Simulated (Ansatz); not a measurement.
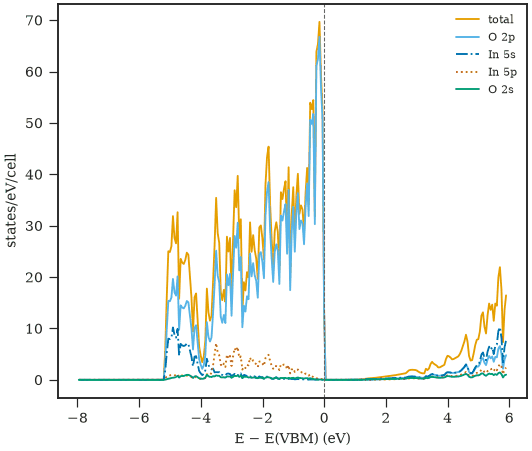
Figure. Total and projected density of states of In$_{2}$O$_{3}$ (bixbyite, Ia-3), DFT-PBE in the program Ansatz with PAW potentials

Question: Which orbitals carry the states next to the gap?

Answer: Top 1 eV of the valence band: O 2p 94 %. Bottom 1 eV of the conduction band: In 5s 49 %, O 2s 23 %, O 2p 19 %, In 5p 8 %. Projections are on Löwdin-orthogonalised atomic valence shells; empty p or d shells of many metals are not among them.

The cell was relaxed with PBE under the symmetry of its start. Scalar-relativistic: spin–orbit coupling is off unless named, which matters more the heavier the elements.

Potentials: the earlier of the program's two PAW sets.
